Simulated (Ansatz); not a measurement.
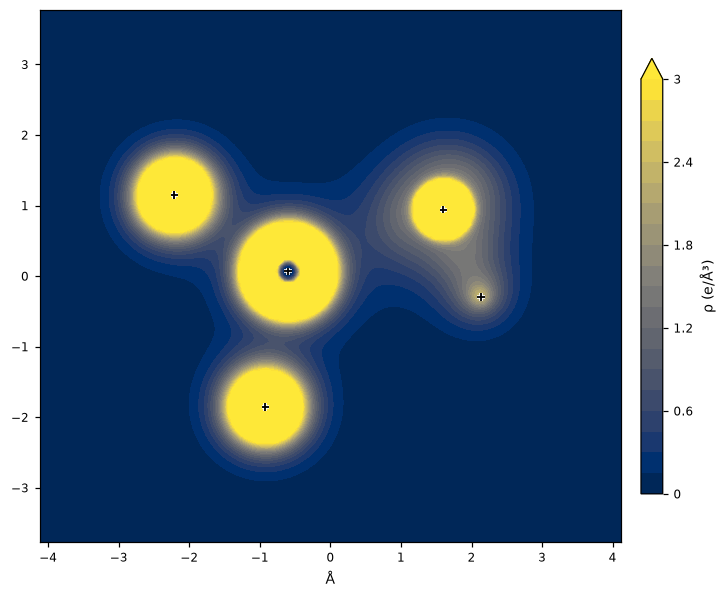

The electron density on a plane through atoms (crosses mark nuclei in the plane).

These are results of Ansatz 0.2.0, isolated molecule in a Gaussian basis; Kohn-Sham density functional theory, functional PBE0, not measurements.

Candidates:
A. F$_{2}$HInS
B. Cl$_{3}$H$_{3}$SiSn
C. BClGaGeH$_{3}$

### Which candidate gave the map?

Candidate A: F$_{2}$HInS on the molecular plane, which holds F, In, S and H. In–F (1.94 Å): ρ at the midpoint is about 0.79 e/Å³. In–S (2.37 Å): the density is about 0.59 e/Å³ at the midpoint.
